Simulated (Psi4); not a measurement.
# Single-point calculation of B₂H₅ (charge −1)

The run: single-point calculation of B₂H₅, charge −1. Method and program: MP2/d-aug-cc-pVDZ, RHF (Psi4 1.11).

The geometry comes from this level: GFN2-xTB.

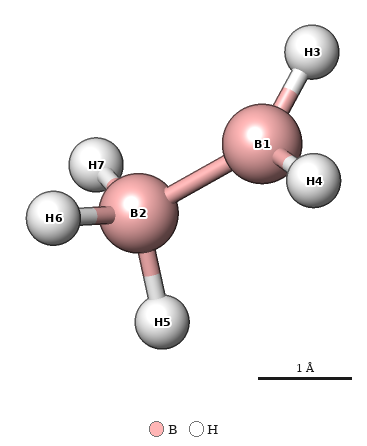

Fig. 1: The structure as given in the input (ball-and-stick view, seen at a tilt; atoms are numbered from 1 in the order of the input). Bond lengths as drawn: B–B 1.68 Å and B–H 1.20 to 1.24 Å.

Key numbers:

| quantity | value |
| --- | --- |
| outcome | converged |
| total energy | −52.443843 hartree |
| SCF energy | −52.220809 hartree |
| MP2 energy | −52.443843 hartree |
| correlation energy | −0.223034 hartree |
| basis functions | 129 |
| HOMO of the SCF reference | −4.59 eV |
| LUMO of the SCF reference | 1.53 eV |
| hardware | 1 thread of AMD EPYC (Zen 3), 64 GiB of memory available, shared host |
| wall time | 7.5 s |
| peak memory | 0.27 GiB |

Input file (job.in):
```
memory 1.6 GB

molecule m {
  -1 1
  B      0.210010    -0.813600     0.474350
  B     -0.119910     0.613520    -0.349380
  H      1.262150    -1.128320     0.968990
  H     -0.606320    -1.678230     0.657480
  H     -0.531530     0.371570    -1.495060
  H     -1.042200     1.230100     0.207460
  H      0.827810     1.404960    -0.463840
  symmetry c1
}

set globals {
  basis d-aug-cc-pVDZ
  reference rhf
  puream true
  scf_type df
  num_frozen_docc 2
}

e_tot, wfn = energy("mp2", return_wfn=True)
```

Launch command:
```bash
psi4 job.in job.out -n 1
```

Output:
```
Psi4 1.11 release

   => Loading Basis Set <=

    Name: D-AUG-CC-PVDZ
    Role: ORBITAL
    Keyword: BASIS

         ---------------------------------------------------------
                                   SCF
                              RHF Reference
                        1 Threads,   1525 MiB Core
         ---------------------------------------------------------

  ==> Geometry <==

    Molecular point group: c1
    Full point group: C1

    Geometry (in Angstrom), charge = -1, multiplicity = 1:

       Center              X                  Y                   Z               Mass
    ------------   -----------------  -----------------  -----------------  -----------------
         B            0.176705533590    -0.739643472641     0.428156741183    11.009305360000
         B           -0.153214466410     0.687476527359    -0.395573258817    11.009305360000
         H            1.228845533590    -1.054363472641     0.922796741183     1.007825032230
         H           -0.639624466410    -1.604273472641     0.611286741183     1.007825032230
         H           -0.564834466410     0.445526527359    -1.541253258817     1.007825032230
         H           -1.075504466410     1.304056527359     0.161266741183     1.007825032230
         H            0.794505533590     1.478916527359    -0.510033258817     1.007825032230

  Running in c1 symmetry.

  Rotational constants: A =      2.83911  B =      0.61519  C =      0.57313 [cm^-1]
  Rotational constants: A =  85114.29438  B =  18442.84319  C =  17182.06856 [MHz]
  Nuclear repulsion =   26.045679649529131

  Charge       = -1
  Multiplicity = 1
  Electrons    = 16
  Nalpha       = 8
  Nbeta        = 8

  ==> Algorithm <==

  SCF Algorithm Type is DF.
  DIIS enabled.
  MOM disabled.
  Fractional occupation disabled.
  Guess Type is SAD.
  Energy threshold   = 1.00e-08
  Density threshold  = 1.00e-08
  Integral threshold = 1.00e-12

  ==> Primary Basis <==

  Basis Set: D-AUG-CC-PVDZ
    Blend: D-AUG-CC-PVDZ
    Number of shells: 59
    Number of basis functions: 129
    Number of Cartesian functions: 135
    Spherical Harmonics?: true
    Max angular momentum: 2

   => Loading Basis Set <=

    Name: (D-AUG-CC-PVDZ AUX)
    Role: JKFIT
    Keyword: DF_BASIS_SCF

  ==> Integral Setup <==

  DFHelper Memory: AOs need 0.034 GiB; user supplied 1.118 GiB.
  SCF_SUBTYPE=INCORE selected. In-core MEM_DF algorithm will be used.
  Using in-core AOs.

  ==> MemDFJK: Density-Fitted J/K Matrices <==

    J tasked:                   Yes
    K tasked:                   Yes
    wK tasked:                   No
    Memory [MiB]:              1144
    Algorithm:                 Core
    Schwarz Cutoff:           1E-12
    Mask sparsity (%):       0.0000
    Fitting Condition:        1E-10

   => Auxiliary Basis Set <=

  Basis Set: (D-AUG-CC-PVDZ AUX)
    Blend: DEF2-UNIVERSAL-JKFIT
    Number of shells: 80
    Number of basis functions: 240
    Number of Cartesian functions: 278
    Spherical Harmonics?: true
    Max angular momentum: 4

  Minimum eigenvalue in the overlap matrix is 4.2108389732E-06.
  Reciprocal condition number of the overlap matrix is 2.9362698669E-07.
    Using symmetric orthogonalization.

  ==> Pre-Iterations <==

  SCF Guess: Superposition of Atomic Densities via on-the-fly atomic UHF (no occupation information).

   -------------------------
    Irrep   Nso     Nmo
   -------------------------
     A        129     129
   -------------------------
    Total     129     129
   -------------------------

  ==> Iterations <==

                           Total Energy        Delta E     RMS |[F,P]|

   @DF-RHF iter SAD:   -51.20557176575247   -5.12056e+01   0.00000e+00
   @DF-RHF iter   1:   -52.08213466640075   -8.76563e-01   3.17455e-03 ADIIS/DIIS
   @DF-RHF iter   2:   -52.20112900985715   -1.18994e-01   1.18411e-03 ADIIS/DIIS
   @DF-RHF iter   3:   -52.21940746520424   -1.82785e-02   1.90204e-04 ADIIS/DIIS
   @DF-RHF iter   4:   -52.22074775368948   -1.34029e-03   3.63518e-05 DIIS
   @DF-RHF iter   5:   -52.22080671642377   -5.89627e-05   7.33466e-06 DIIS
   @DF-RHF iter   6:   -52.22080864801461   -1.93159e-06   1.76169e-06 DIIS
   @DF-RHF iter   7:   -52.22080875723569   -1.09221e-07   4.04394e-07 DIIS
   @DF-RHF iter   8:   -52.22080876342736   -6.19168e-09   7.80289e-08 DIIS
   @DF-RHF iter   9:   -52.22080876368008   -2.52719e-10   1.56640e-08 DIIS
   @DF-RHF iter  10:   -52.22080876368960   -9.51417e-12   4.68119e-09 DIIS
  Energy and wave function converged.

  ==> Post-Iterations <==

    Orbital Energies [Eh]
    ---------------------

    Doubly Occupied:

       1A     -7.381303     2A     -7.291874     3A     -0.514311
       4A     -0.414483     5A     -0.283295     6A     -0.200617
       7A     -0.183678     8A     -0.168816

    Virtual:

       9A      0.056302    10A      0.059299    11A      0.065625
      12A      0.066660    13A      0.067931    14A      0.076379
      15A      0.076887    16A      0.084337    17A      0.095647
      18A      0.097322    19A      0.102174    20A      0.116502
      21A      0.119996    22A      0.152632    23A      0.156471
      24A      0.157409    25A      0.162841    26A      0.164802
      27A      0.166277    28A      0.171916    29A      0.178983
      30A      0.179618    31A      0.180706    32A      0.182560
      33A      0.196877    34A      0.203335    35A      0.204786
      36A      0.211214    37A      0.219691    38A      0.224291
      39A      0.232808    40A      0.237332    41A      0.238518
      42A      0.244527    43A      0.249861    44A      0.250864
      45A      0.258743    46A      0.259756    47A      0.276890
      48A      0.279702    49A      0.282743    50A      0.285342
      51A      0.292107    52A      0.294965    53A      0.298283
      54A      0.301546    55A      0.326620    56A      0.328773
      57A      0.336207    58A      0.344666    59A      0.371344
      60A      0.462640    61A      0.483138    62A      0.488100
      63A      0.497195    64A      0.515823    65A      0.530266
      66A      0.540170    67A      0.554582    68A      0.560490
      69A      0.597493    70A      0.600207    71A      0.630974
      72A      0.663444    73A      0.671730    74A      0.688734
      75A      0.693029    76A      0.694197    77A      0.699783
      78A      0.718001    79A      0.728334    80A      0.730202
      81A      0.757523    82A      0.761451    83A      0.795086
      84A      0.834503    85A      0.854125    86A      0.875746
      87A      0.876232    88A      0.879834    89A      0.891857
      90A      0.900148    91A      0.908810    92A      0.931868
      93A      1.047802    94A      1.089347    95A      1.125209
      96A      1.152108    97A      1.192864    98A      1.287420
      99A      1.306999   100A      1.339374   101A      1.358576
     102A      1.439738   103A      1.495655   104A      1.551778
     105A      1.555136   106A      1.578187   107A      1.652796
     108A      1.658463   109A      1.854459   110A      1.895549
     111A      2.004426   112A      2.030901   113A      2.079762
     114A      2.116685   115A      2.145920   116A      2.213881
     117A      2.265326   118A      2.318616   119A      2.386820
     120A      2.474392   121A      2.512335   122A      2.630007
     123A      2.704733   124A      2.755331   125A      2.823057
     126A      2.828107   127A      2.917251   128A      2.955989
     129A      2.976950

    Final Occupation by Irrep:
              A
    DOCC [     8 ]
    NA   [     8 ]
    NB   [     8 ]

  @DF-RHF Final Energy:   -52.22080876368960

   => Energetics <=

    Nuclear Repulsion Energy =             26.0456796495291307
    One-Electron Energy =                -123.6562232543841588
    Two-Electron Energy =                  45.3897348411654278
    Total Energy =                        -52.2208087636895968

Computation Completed

Properties will be evaluated at   0.000000,   0.000000,   0.000000 [a0]

Properties computed using the SCF density matrix

 Multipole Moments:

 ------------------------------------------------------------------------------------
     Multipole            Electronic (a.u.)      Nuclear  (a.u.)        Total (a.u.)
 ------------------------------------------------------------------------------------

 L = 1.  Multiply by 2.5417464519 to convert [e a0] to [Debye]
 Dipole X            :          0.4748466           -0.2629686            0.2118780
 Dipole Y            :         -1.5043804            0.5839781           -0.9204023
 Dipole Z            :          0.8937569           -0.3647528            0.5290041
 Magnitude           :                                                    1.0825331

 ------------------------------------------------------------------------------------

	total time  =          3 seconds =       0.05 minutes

  //>>>>>>>>>>>>>>>>>>>>>>>>>>>>>>>>>>>//
  //               DFMP2               //
  //<<<<<<<<<<<<<<<<<<<<<<<<<<<<<<<<<<<//

   => Loading Basis Set <=

    Name: (D-AUG-CC-PVDZ AUX)
    Role: RIFIT
    Keyword: DF_BASIS_MP2

	 --------------------------------------------------------
	                          DF-MP2
	      2nd-Order Density-Fitted Moller-Plesset Theory
	              RMP2 Wavefunction,   1 Threads

	 --------------------------------------------------------

   => Auxiliary Basis Set <=

  Basis Set: (D-AUG-CC-PVDZ AUX)
    Blend: DEF2-QZVPP-RI
    Number of shells: 146
    Number of basis functions: 562
    Number of Cartesian functions: 737
    Spherical Harmonics?: true
    Max angular momentum: 5

	 --------------------------------------------------------
	                 NBF =   129, NAUX =   562
	 --------------------------------------------------------
	   CLASS    FOCC     OCC    AOCC    AVIR     VIR    FVIR
	   PAIRS       2       8       6     121     121       0
	 --------------------------------------------------------

	-----------------------------------------------------------
	 ==================> DF-MP2 Energies <====================
	-----------------------------------------------------------
	 Reference Energy          =     -52.2208087636895968 [Eh]
	 Singles Energy            =      -0.0000000000000000 [Eh]
	 Same-Spin Energy          =      -0.0369954255254930 [Eh]
	 Opposite-Spin Energy      =      -0.1860384937129252 [Eh]
	 Correlation Energy        =      -0.2230339192384182 [Eh]
	 Total Energy              =     -52.4438426829280147 [Eh]
	-----------------------------------------------------------
	 ================> DF-SCS-MP2 Energies <==================
	-----------------------------------------------------------
	 SCS Same-Spin Scale       =       0.3333333333333333 [-]
	 SCS Opposite-Spin Scale   =       1.2000000000000000 [-]
	 SCS Same-Spin Energy      =      -0.0123318085084977 [Eh]
	 SCS Opposite-Spin Energy  =      -0.2232461924555103 [Eh]
	 SCS Correlation Energy    =      -0.2355780009640079 [Eh]
	 SCS Total Energy          =     -52.4563867646536082 [Eh]
	-----------------------------------------------------------

	total time  =          1 seconds =       0.02 minutes

    Psi4 run time: 0:00:03.96
```

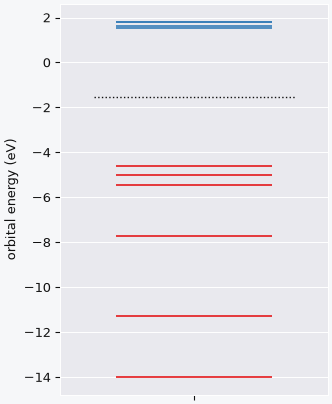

Fig. 2: Orbital energies near the frontier (SCF reference); the dotted line parts filled from empty levels, and levels within 0.02 eV of each other stand side by side. Highest filled −4.59 eV, lowest empty 1.53 eV, 6.12 eV apart.
